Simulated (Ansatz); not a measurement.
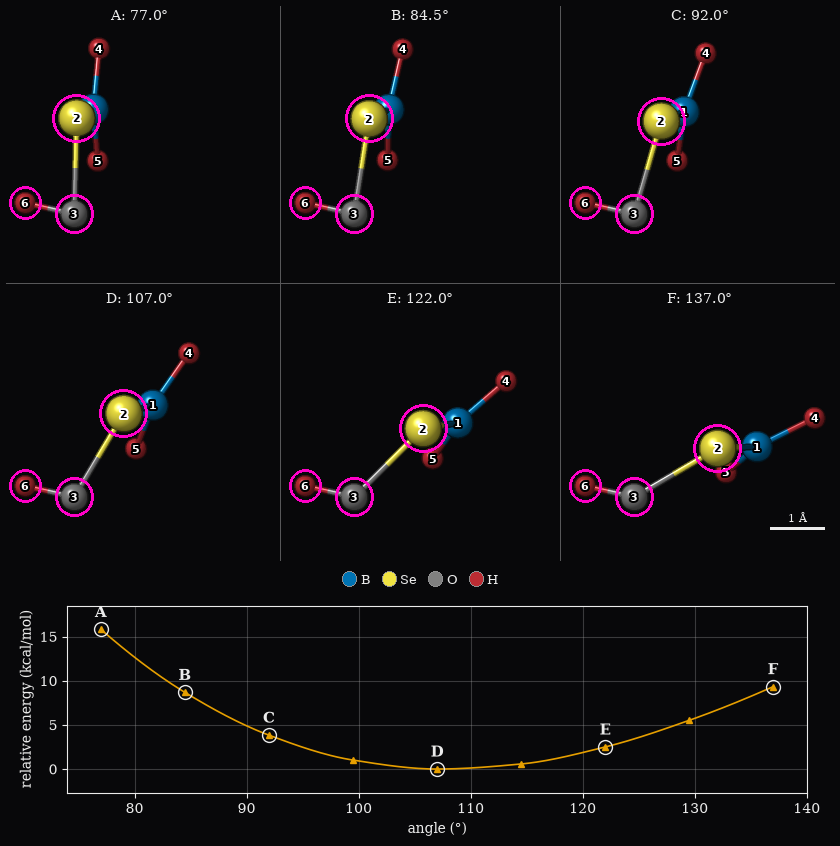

Energy scan for BH3SeO, in which the Se2–O3–H6 angle is varied, with the rest of the molecule carried along rigidly. The lettered frames are marked on the plot. The picture is a ball-and-stick view, seen onto the plane of the angle, with a slight tilt. The ringed atoms are those of the scanned coordinate.

Level of theory: B3LYP-D4 (def2-TZVPP, Ansatz), on geometries moved rigidly from the minimum at PBE0-D4/def2-TZVP. Energies are counted from the PBE0-D4/def2-TZVP minimum geometry at the same level.

### What does the scan show?

Of the computed points the lowest is at the angle 107.0°, 0.0 kcal/mol. The end points stand at 15.8 kcal/mol (77.0°) and 9.3 kcal/mol (137.0°). The curvature at the lowest point is about 4 eV/rad².

The computed points:

```
angle (°)  relative energy (kcal/mol)
     77.0                        15.8
     84.5                         8.7
     92.0                         3.8
     99.5                         1.0
    107.0                         0.0
    114.5                         0.6
    122.0                         2.5
    129.5                         5.5
    137.0                         9.3
```
